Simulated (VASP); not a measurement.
Band structure of ZrO$_{2}$ (space group P4_2/mnm). Level of theory: r2SCAN meta-GGA, VASP's PBE PAW potentials (set 64) (plane waves; VASP).

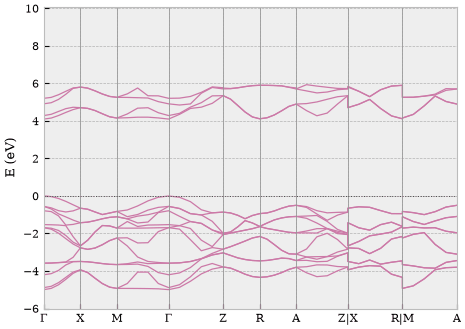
Figure: Bands along high-symmetry lines, zero at the valence-band maximum or, without a gap, the Fermi level

Read the plot: is there a gap, and where are the band edges?

The gap is direct, 4.10 eV, from the valence maximum at Γ to the conduction minimum at Γ.

The structure comes from a computed database's ZrO2 entry (P4_2/mnm); how it stands against other phases isn't given here. It was relaxed first.
